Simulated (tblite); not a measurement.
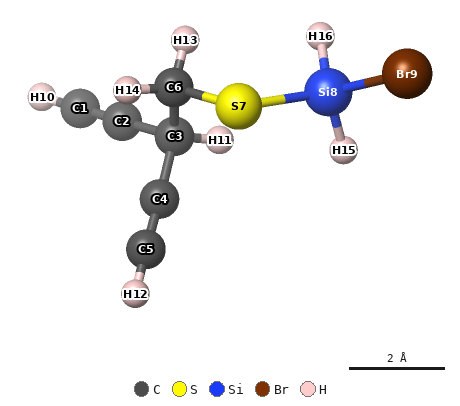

Starting structure of C$_{6}$H$_{7}$BrSSi. The picture is a ball-and-stick view, seen at a tilt.

These are results of tblite 0.8.0, GFN2-xTB geometry optimisation, gas phase, not measurements.

```xyz
16

C    -2.4167    1.7232    1.7860
C    -1.6553    1.1058    1.0970
C    -0.6968    0.3396    0.2517
C    -1.4948   -0.6415   -0.5420
C    -2.1449   -1.4821   -1.1550
C     0.2126   -0.4501    1.1644
S     1.3957   -1.3819    0.1099
Si    2.7090   -0.0097   -0.8947
Br    4.6532   -0.9694   -1.4836
H    -3.1127    2.2808    2.4140
H    -0.1766    1.0075   -0.4356
H    -2.7052   -2.1883   -1.7160
H     0.8389    0.2314    1.7715
H    -0.4150   -1.1326    1.7606
H     2.0283    0.4763   -2.1159
H     2.9725    1.1000    0.0593
```

Where does the relaxation end?

Answer. The energy falls by 8.47 kcal/mol in 67 geometry steps. The largest move after the best rigid fit is that of Br9, 0.23 Å. Largest moves by element: Br 0.23 Å, H 0.20 Å, S 0.18 Å, Si 0.17 Å, C 0.11 Å. Some distances before and after: Si8–Br9 2.247 → 2.202 Å, C1–H10 1.091 → 1.049 Å, Si8–H16 1.487 → 1.453 Å, C2–C3 1.490 → 1.457 Å. Among the angles between lasting bonds that change: C6–S7–Si8 109.7° → 100.8°, S7–C6–H14 111.3° → 104.8°, C3–C6–S7 107.8° → 113.6°.

Final geometry:

```xyz
16

C    -2.3590    1.7257    1.7568
C    -1.6217    1.0892    1.0628
C    -0.7164    0.3005    0.2382
C    -1.4739   -0.6408   -0.5734
C    -2.0750   -1.4416   -1.2268
C     0.2688   -0.4389    1.1526
S     1.4609   -1.4787    0.2488
Si    2.5512    0.0069   -0.8261
Br    4.4261   -0.9340   -1.4974
H    -3.0076    2.2904    2.3573
H    -0.1660    0.9830   -0.4266
H    -2.6080   -2.1354   -1.8056
H     0.8215    0.2692    1.7719
H    -0.2714   -1.1309    1.7992
H     1.8580    0.4457   -2.0256
H     2.9046    1.0987    0.0656
```

The end point in the same view:

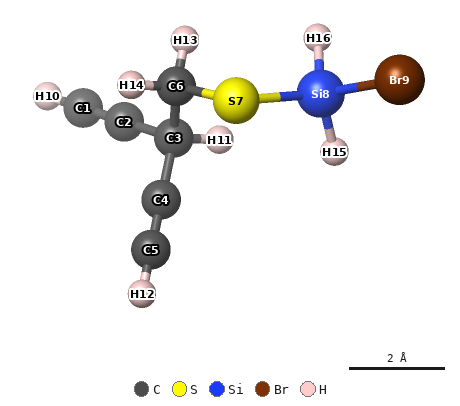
